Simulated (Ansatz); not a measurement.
```yaml
atoms:
  - { symbol: C, position_ang: [-2.6195, 0.6033, -0.5201] }
  - { symbol: B, position_ang: [-2.1606, 1.7133, -1.4943] }
  - { symbol: I, position_ang: [-1.8594, 1.5474, -3.5742] }
  - { symbol: H, position_ang: [-1.6925, 0.1127, -0.1641] }
  - { symbol: H, position_ang: [-3.2450, -0.1763, -0.9844] }
  - { symbol: H, position_ang: [-3.1219, 1.0072, 0.3722] }
```

Geometry: PBE0-D3(BJ)/def2-SVP; core potentials replace the inner electrons of I.

Theory: isolated molecule in a Gaussian basis; Kohn-Sham density functional theory, functional PBE0 in Ansatz 0.2.0.

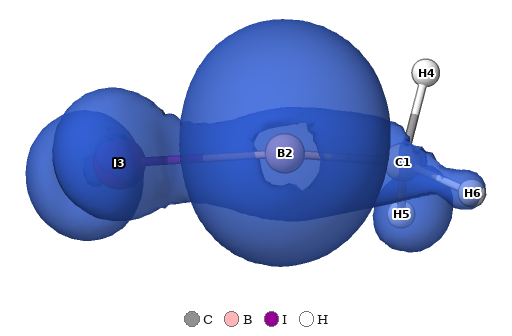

CH3BI (doublet). Isosurfaces of the spin density (α minus β) at +0.015 (blue) and −0.015 e/Å³ (red), seen from one side.

Describe the spin distribution.

The unpaired spin (1 electron) lies mostly on B2 (about 0.7), I3 (about 0.2) and C1 (about 0.1), in electrons by Hirshfeld's partition.
